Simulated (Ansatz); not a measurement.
TiS2 (CdI2 type)

```
CELL_PARAMETERS angstrom
      3.36059     0.00000     0.00000
     -1.68029     2.91036     0.00000
      0.00000     0.00000     5.52244
ATOMIC_POSITIONS crystal
  Ti 0.00000 0.00000 0.00000
  S  0.33333 0.66667 0.25857
  S  0.66667 0.33333 0.74143
```

Two coordinates are scanned: the volume, and the ratio of the stretch along z (the conventional c axis) to the stretch across it. Atoms keep their fractional coordinates.

Computed with PBE-D3(BJ) (plane waves to 420 eV, PAW, scalar-relativistic; Ansatz, a program for electronic structure). k mesh 16×16×9 (Γ-centred), Fermi-Dirac smearing 0.05 eV. E stands for the smeared free energy. As the atoms are clamped, bonds stretch with the cell, which overstates energies and stresses. With partly filled bands, the response to shear is sensitive to the k mesh, so small differences along c/a are uncertain. At this level the bands of TiS2 touch or barely overlap. TiS2 is run without spin polarisation. TiS2 was relaxed with its symmetry unable to fall. ΔE is measured from the relaxed starting cell.

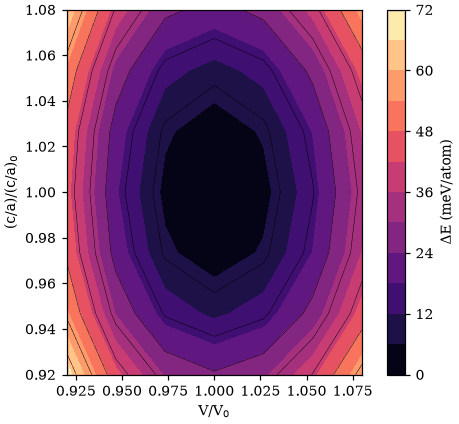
ΔE (meV/atom) over the 7×7 grid of computed points.

The modulus against c/a change at fixed volume, (3/4V)·∂²E/∂(ln c/a)² (fit, atoms clamped) comes out as 48 GPa, an upper bound as the atoms could relax. Lowest place on the grid: V/V₀ = 1.000, (c/a)/(c/a)₀ = 1.000 (0 meV/atom). Highest place on the grid: V/V₀ = 0.920, (c/a)/(c/a)₀ = 0.920 (69 meV/atom).

Near the relaxed cell σzz − σxx = −2Cδ (compression positive), C being this modulus and δ the logarithm of the ratio.

(A scan under strain: stresses follow from slopes of the energy per volume, elastic moduli from its curvatures.)
